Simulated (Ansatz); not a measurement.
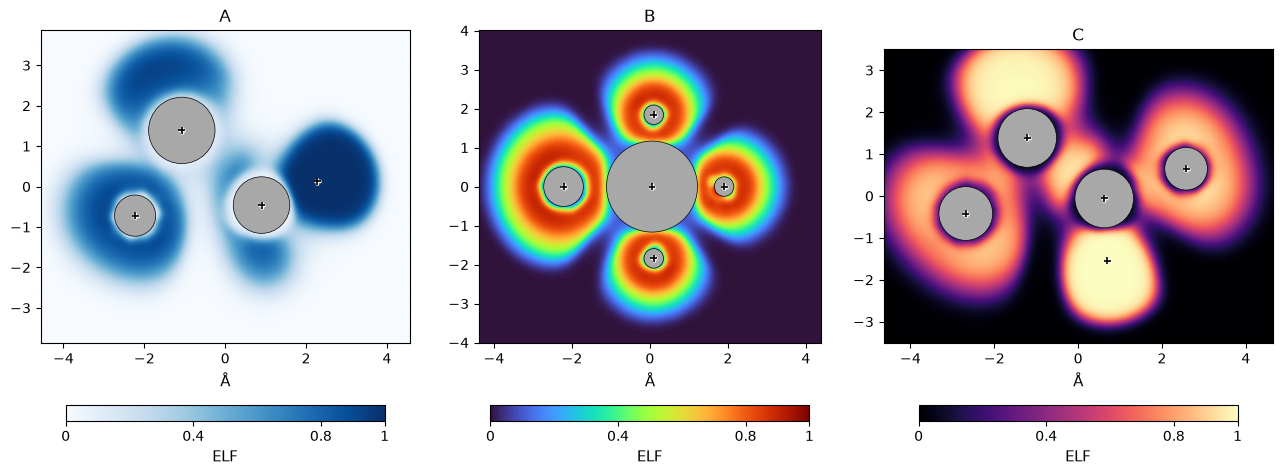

The ELF of 3 systems, each on a plane through atoms (crosses mark nuclei in the plane; grey discs cover the cores).

Theory: Ansatz, isolated molecule in a Gaussian basis; Kohn-Sham density functional theory, functional PBE0.

System 1: ClF5W, the plane of atoms Cl1, W7 and F6. Geometry: PBE0-D4/def2-SVP; core potentials replace the inner electrons of W.

```yaml
atoms:
  - { symbol: Cl, position_ang: [-1.5799, -1.4887, 0.5218] }
  - { symbol: F, position_ang: [-1.0345, 0.7629, -1.3150] }
  - { symbol: F, position_ang: [0.7485, -1.1346, -1.2653] }
  - { symbol: F, position_ang: [1.3476, 1.2367, -0.4519] }
  - { symbol: F, position_ang: [-0.6185, 1.2200, 1.2149] }
  - { symbol: F, position_ang: [1.1645, -0.6775, 1.2645] }
  - { symbol: W, position_ang: [0.0334, 0.0132, -0.0147] }
```

System 2: ClGe2H3Si, the plane of atoms Cl1, Ge3 and Si4. Geometry: r2SCAN-D4/def2-SVP.

```xyz
7

Cl    1.5232    0.2364    2.2077
Ge    0.1471    1.9337    0.9283
Ge   -0.6754    0.7300    3.0450
Si   -1.0922   -0.0969    0.5074
H    -2.5219   -0.0087    0.0701
H    -0.4434   -1.3580    0.0402
H    -1.3292   -0.6664    2.0486
```

System 3: BrClHSi2 (SMILES Cl/[SiH]=[Si]/Br) (doublet), the molecular plane. Geometry: B3LYP/6-31G*.

```xyz
5

Br   -0.3904    1.6289    3.7141
Cl    1.2839   -2.7243    1.0683
Si    0.7060   -0.8826    1.8372
Si   -0.1371   -0.6620    4.0043
H     0.9433    0.1334    0.7718
```

Which map belongs to which system?

Panel A is system 2, ClGe2H3Si: the plane holds Cl, Ge, Si and H. Ge–Cl (2.40 Å): the ELF peaks at about 0.85 in the valence shell of Cl, 0.8 Å from its nucleus, and is about 0.55 at the midpoint. Panel B is system 1, ClF5W: the plane holds Cl, F and W. W–F (1.84 Å): the ELF peaks at about 0.85 in the valence shell of F, 0.5 Å from its nucleus, and drops to about 0.20 between the two atoms. Panel C is system 3, BrClHSi2: the plane holds Br, Cl, Si and H. Si–Cl (2.08 Å): the ELF peaks at about 0.85 between the atoms: a shared but strongly polarised pair.
